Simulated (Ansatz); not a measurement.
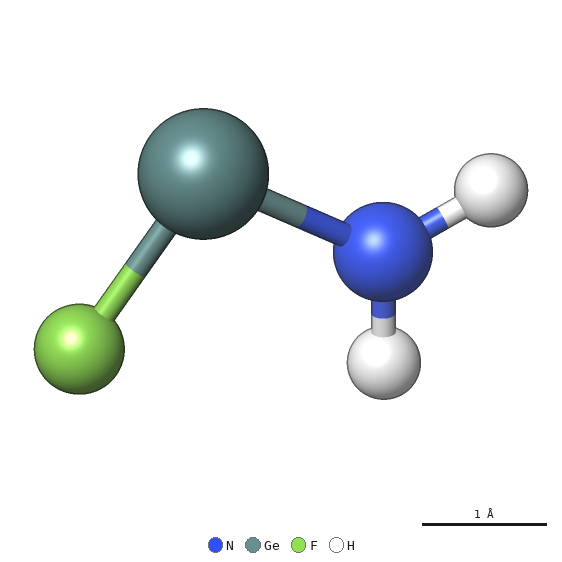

The picture shows a molecular structure as a ball-and-stick model. Every bond is drawn as one stick, whatever its order.

Computed geometry: PBE0-D4/def2-TZVP optimisation.

> Which formula does it have?

FGeH2N, 5 atoms: 1 fluorine, 1 germanium, 2 hydrogen and 1 nitrogen.

> How many bonds of each kind are drawn?

2 N–H, 1 Ge–N, 1 F–Ge.

> Write the SMILES.

[NH2][Ge][F]

More results for the same structure follow; atom numbers are the same in all pictures, views and colours differ.

**Geometry**

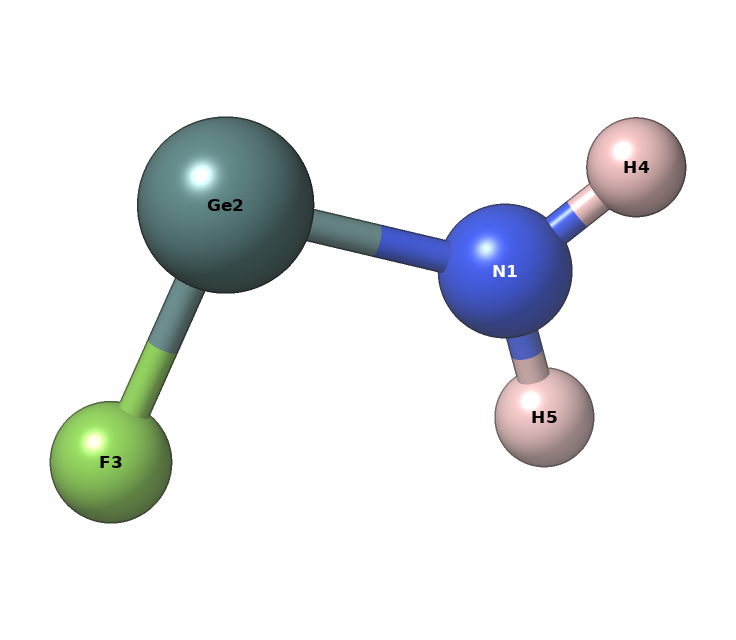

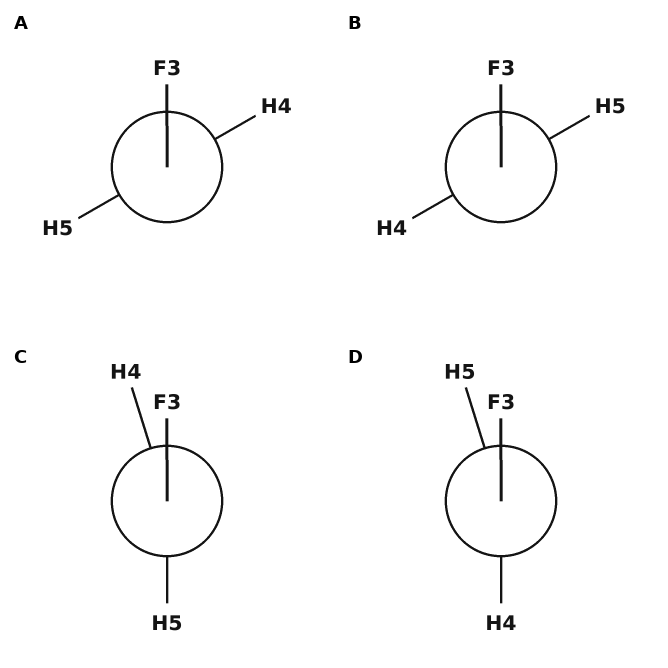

Depth is shown by fading: the farther an atom, the more it takes the colour of the background. Bonds that would overlap in a projection are set slightly apart.

> Which Newman projection shows the view along Ge2–N1, with Ge2 in front?

D. The torsion angle F3–Ge2–N1–H4 is 180°, antiperiplanar (anti).

**Dipole moment**

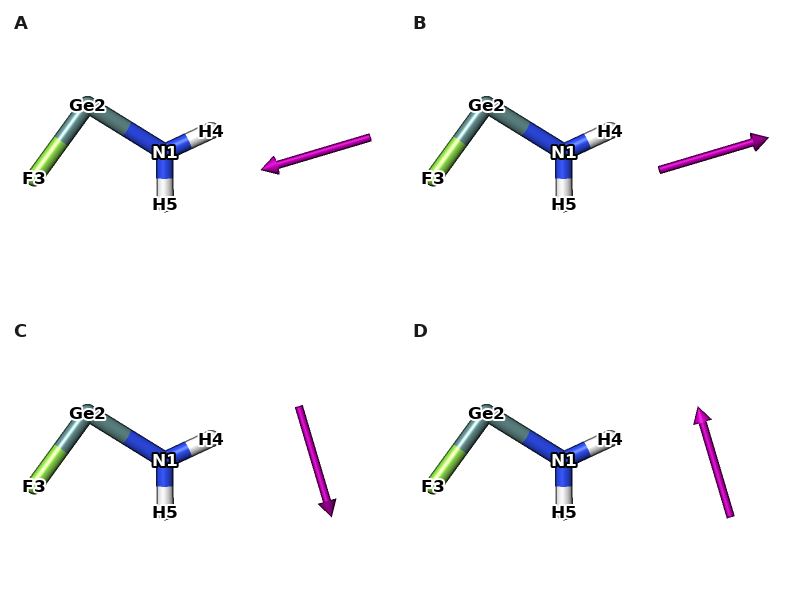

The same molecule four times, each with an arrow. Properties computed with RKS PBE-D4/def2-TZVPP (Ansatz 0.2.0).

> Which arrow points along the dipole moment, from the negative to the positive end?

B. The dipole moment is 2.51 D; it points from the side of F3 to the side of H4 (the outermost atoms at the two ends).

**Levels of theory compared**

Program: Ansatz 0.2.0.

At this fixed geometry, give HOMO energy (eV), vertical IP (eV) at these levels: B3LYP-D4/def2-TZVPP; PBE-D4/def2-TZVPP; PBE0-D4/def2-TZVPP; r2SCAN-D4/def2-TZVPP; ωB97M-V/def2-TZVPP; ωB97X-V/def2-TZVPP.

| level | HOMO energy (eV) | vertical IP (eV) |
| --- | --- | --- |
| B3LYP-D4/def2-TZVPP | −7.56 | 10.30 |
| PBE-D4/def2-TZVPP | −6.52 | 10.03 |
| PBE0-D4/def2-TZVPP | −7.72 | 10.18 |
| r2SCAN-D4/def2-TZVPP | −6.83 | 10.12 |
| ωB97M-V/def2-TZVPP | −9.94 | 10.27 |
| ωB97X-V/def2-TZVPP | −10.01 | 10.28 |

**Charges**

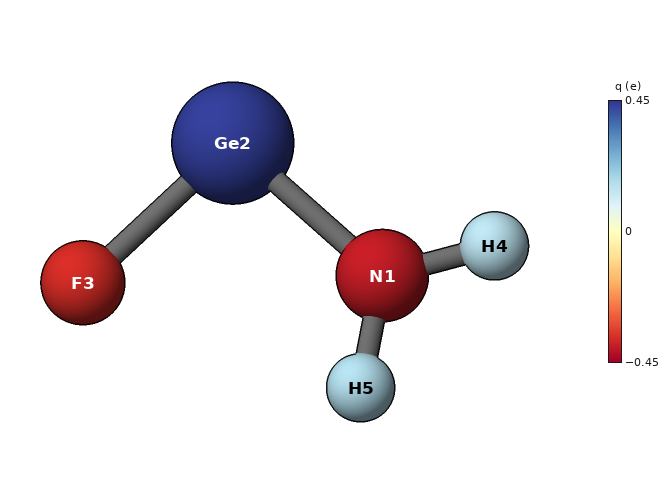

Atoms are coloured by their Mulliken charges. Method: RKS PBE-D4/def2-TZVPP (Ansatz 0.2.0).

Give the Mulliken charges atom by atom.

```csv
atom,value (e)
N1,−0.39
Ge2,0.43
F3,−0.36
H4,0.15
H5,0.17
```

Mulliken values depend strongly on the basis set and can even reverse the polarity of a bond.
